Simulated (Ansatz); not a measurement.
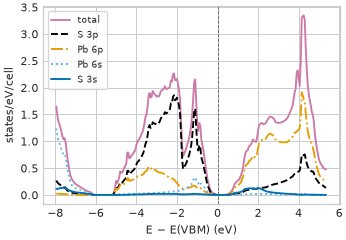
Figure: Total and projected density of states of PbS (rock salt, Fm-3m), plane-wave PAW PBE+D3(BJ) (Ansatz code)

Question: Which orbitals carry the states next to the gap?

Answer: Top 1 eV of the valence band: S 3p 68 %, Pb 6s 19 %, Pb 6p 10 %. Bottom 1 eV of the conduction band: Pb 6p 67 %, S 3s 16 %, S 3p 10 %. Projections are on Löwdin-orthogonalised atomic valence shells; empty p or d shells of many metals are not among them.

Question: Where is the tallest occupied peak in this window, and what makes it?

Answer: Near -2.1 eV, about 2.3 states/eV per cell; the largest projected share is S 3p.

The cell was relaxed with PBE+D3(BJ) under the symmetry of its start. Spin–orbit coupling is left out wherever it is not named.

Potentials: the earlier of the program's two PAW sets.
